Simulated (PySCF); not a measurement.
# One shape, several levels: H3O+ (oxonium)

Aim: a comparison of 6 runs (B2PLYP/6-31G, B3LYP/6-31G, M06-2X/6-31G, PBE0/6-31G, SVWN5/6-31G, UPBE0/6-31G) of H3O+ (oxonium). The job is set up through a Python script.

The results are computed with PySCF 2.14.0.

### 1 The molecule

H3O+: 4 atoms, total charge +1, spin state singlet. SMILES: `[OH3+]`. The O1–H3 distance was set to 1.180 Å, away from the relaxed value.

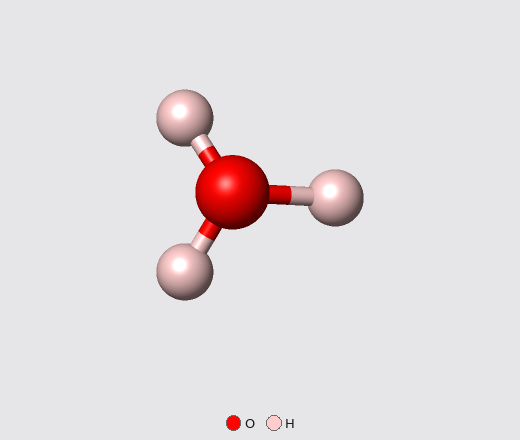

Viewed from a chosen angle; oxygen red, hydrogen pink.

### 2 The energy at B2PLYP/6-31G (run 1)

start.xyz reads:

```xyz
4
H3O
O      0.317969     0.000113     0.084887
H      0.336149     0.980573     0.158257
H     -0.413410    -0.366620    -0.765680
H      0.125049    -0.430667     0.947907
```

input.py reads:

```python
from pyscf import gto, dft, mp

mol = gto.M(
    atom='start.xyz',
    verbose=3,
    basis='6-31g',
    charge=1,
    spin=0,
    max_memory=1860,
)

ks = dft.RKS(mol)
ks.xc = '0.53*HF + 0.47*B88, 0.73*LYP'
ks.conv_tol = 1e-10
ks.grids.level = 5
ks.kernel()
if not ks.converged:
    ks = ks.newton().run(ks.mo_coeff, ks.mo_occ)

pt = mp.MP2(ks, frozen=1).run()
energy = ks.e_tot + 0.27 * pt.e_corr
print('PT2 part  %.8f' % (0.27 * pt.e_corr))
print('Final energy', energy)
```

Command:

```console
$ OMP_NUM_THREADS=1 python input.py
```

Output:

```text
converged SCF energy = -76.5123851277452
E(RMP2) = -76.6806921162641  E_corr = -0.168306988518851
E(SCS-RMP2) = -76.6815467957149  E_corr = -0.169161667969705
PT2 part  -0.04544289
Final energy -76.5578280146453
```

It took 1.7 s on 1 thread of Arm Neoverse V1, shared host; peak memory 0.17 GiB.

### 3 The energy at B3LYP/6-31G (run 2)

input.py reads:

```python
from pyscf import gto, dft

system = gto.M(
    atom=[
    ('O', (0.317969, 0.000113, 0.084887)),
    ('H', (0.336149, 0.980573, 0.158257)),
    ('H', (-0.413410, -0.366620, -0.765680)),
    ('H', (0.125049, -0.430667, 0.947907)),
],
    max_memory=1860,
    verbose=3,
    charge=1,
    basis='6-31g',
)

mf = dft.RKS(system)
mf.xc = 'b3lyp'
mf.grids.level = 5
mf.conv_tol = 1e-10
mf.kernel()
if not mf.converged:
    mf = mf.newton().run(mf.mo_coeff, mf.mo_occ)

energy = mf.e_tot
print('E = %.10f Eh' % energy)
```

Command:

```console
$ OMP_NUM_THREADS=1 python input.py
```

Output:

```text
converged SCF energy = -76.6519621994947
E = -76.6519621995 Eh
```

It took 1.6 s on 1 thread of Arm Neoverse V1, shared host; peak memory 0.16 GiB.

Runs 3 to 5 aren't shown in full; the table further down has their settings and results.

### 4 The energy at UPBE0/6-31G (run 6)

run.py reads:

```python
from pyscf import gto, dft

mol = gto.M(
    atom='O 0.317969 0.000113 0.084887; H 0.336149 0.980573 0.158257; H -0.413410 -0.366620 -0.765680; H 0.125049 -0.430667 0.947907',
    basis='6-31g',
    max_memory=1860,
    charge=1,
    verbose=4,
)

mf = dft.UKS(mol)
mf.xc = 'pbe0'
mf.grids.level = 5
mf.conv_tol = 1e-10
mf.kernel()
if not mf.converged:
    mf = mf.newton().run(mf.mo_coeff, mf.mo_occ)
for _ in range(3):
    mo, _, stable, _ = mf.stability(return_status=True)
    if stable:
        break
    mf.kernel(mf.make_rdm1(mo, mf.mo_occ))

e_tot = mf.e_tot
print(f'total energy: {e_tot:.8f} hartree')
```

Command:

```console
$ OMP_NUM_THREADS=1 python run.py
```

Output:

```text
PySCF version 2.14.0

[... 81 lines left out ...]
converged SCF energy = -76.5674090176185  <S^2> = 2.8802738e-11  2S+1 = 1
[... 2 lines left out ...]
total energy: -76.56740902 hartree
```

Wall time 4.5 s (1 thread of Arm Neoverse V1, shared host); peak memory 0.32 GiB.

### 5 All runs side by side

```tsv
run	level	frozen core orbitals	follow instability	energy (Eh)	HOMO energy (eV)	LUMO energy (eV)	HOMO–LUMO gap (eV)	wall time
1	B2PLYP/6-31G	1	–	-76.557828	-21.85	-6.84	15.02	1.7 s
2	B3LYP/6-31G	–	–	-76.651962	-19.46	-8.62	10.83	1.6 s
3	M06-2X/6-31G	–	–	-76.614292	-21.76	-7.11	14.64	2 s
4	PBE0/6-31G	–	–	-76.567409	-19.82	-8.14	11.68	1.5 s
5	SVWN5/6-31G	–	–	-76.087288	-17.66	-9.23	8.43	1.4 s
6	UPBE0/6-31G	–	yes	-76.567409	-19.82	-8.14	11.68	4.5 s
```

### 6 What came out

| quantity | value |
| --- | --- |
| run 6: total energy | -76.56741 Eh |
| run 6: HOMO energy | -19.82 eV |
| run 6: LUMO energy | -8.14 eV |
| run 6: HOMO–LUMO gap | 11.68 eV |

**Reading.** The HOMO–LUMO gap runs from 8.43 eV (SVWN5/6-31G) to 15.02 eV (B2PLYP/6-31G). A double hybrid's value is that of its SCF part. Totals of different functionals can't be ranked against each other. All runs together took 13 s, the longest 4.5 s.
